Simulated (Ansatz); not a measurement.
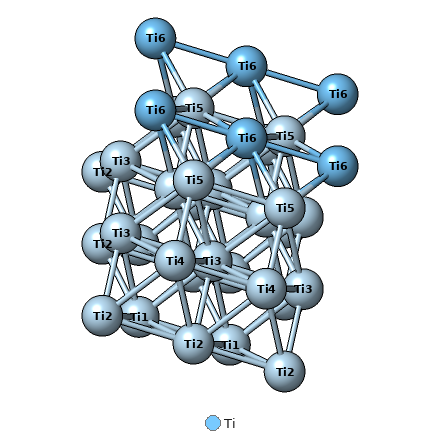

The system is H on a Ti(100) slab cut from the P6_3/mmc phase, its upper half relaxed before the scan (6 atoms of substrate and one adsorbate in a 1 × 1 cell); the picture shows it without the atoms that are moved over the map. 
- H is moved over the surface cell; relaxed at each place: the height of the adsorbate's atoms and the top layer of the substrate; the origin of the map has the adsorbate above Ti6.
- Places are given modulo a cell vector. The map is drawn in real space over the plane of the surface.
- Grid: 6 × 6 points; 18 points were computed and 18 follow by symmetry.
- Energies are in eV, from the lowest grid point.
- The relaxed height changes by up to 1.2 Å between neighbouring points. With one adsorbate in each 1 × 1 cell, its nearest image is 2.9 Å away, so neighbouring adsorbates interact.
- The calculation used Ansatz, DFT PBE, scalar-relativistic, plane waves, PAW. Settings: cutoff 420 eV, k-mesh 9×6×1, gaussian smearing 0.1 eV, no spin polarisation.

Range: position of H7 along the first surface vector from 0.000 to 0.833; position of H7 along the second surface vector from 0.000 to 0.833.

What will the energy surface look like?

The lowest grid point is at (3/6, 1/6) of the cell vectors [nearest 2 Ti at 1.93 Å]. The same energy is found at (3/6, 5/6) of the cell vectors [nearest 2 Ti at 1.93 Å]. The highest grid point, the top site over a surface Ti atom, (0/6, 0/6) of the cell vectors, lies 1.19 eV above the lowest. At the lowest point the adsorbate has 2 Ti at 1.93 Å as nearest neighbours, at the highest 1 Ti at 1.73 Å. Its relaxed height above the top atom is 0.89 Å at the lowest and 1.83 Å at the highest point.

| second ↓, first → | 0/6 | 1/6 | 2/6 | 3/6 | 4/6 | 5/6 |
| --- | --- | --- | --- | --- | --- | --- |
| 5/6 | 1.17 | 0.37 | 0.14 | 0.00 | 0.14 | 0.37 |
| 4/6 | 0.12 | 0.18 | 0.14 | 0.02 | 0.14 | 0.18 |
| 3/6 | 0.01 | 0.09 | 0.31 | 0.91 | 0.31 | 0.09 |
| 2/6 | 0.12 | 0.18 | 0.14 | 0.02 | 0.14 | 0.18 |
| 1/6 | 1.17 | 0.37 | 0.14 | 0.00 | 0.14 | 0.37 |
| 0/6 | 1.19 | 0.73 | 0.38 | 0.19 | 0.38 | 0.73 |

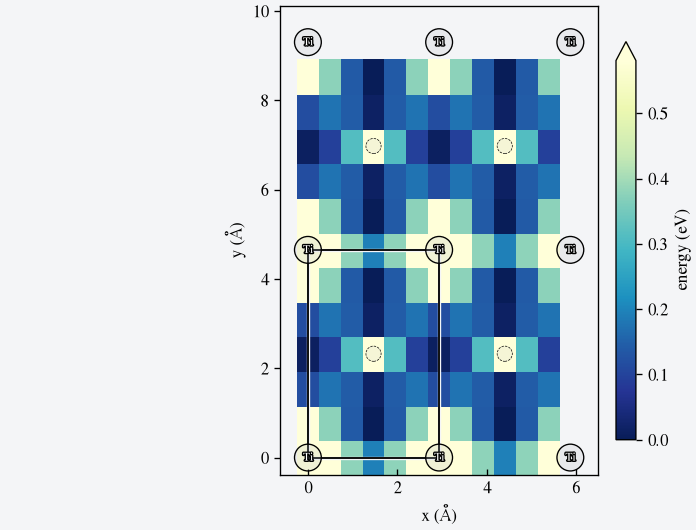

Drawn: one coloured cell a grid point, labelled circles for the atoms of the top layer and small ones for the second layer, the outline of one cell of the 2 × 2 shown, one colour for all values above the top of the scale.

Each point was launched as `ansatz run input.yaml --threads 2 --pin off --max-ram 6144MiB --backend cpu --events-out ev --progress --plain --runs-dir out`. Time for the 18 points that were run: 33 min on 2 threads of Arm Neoverse V1, on a shared host.

PAW datasets: the set soft_1.
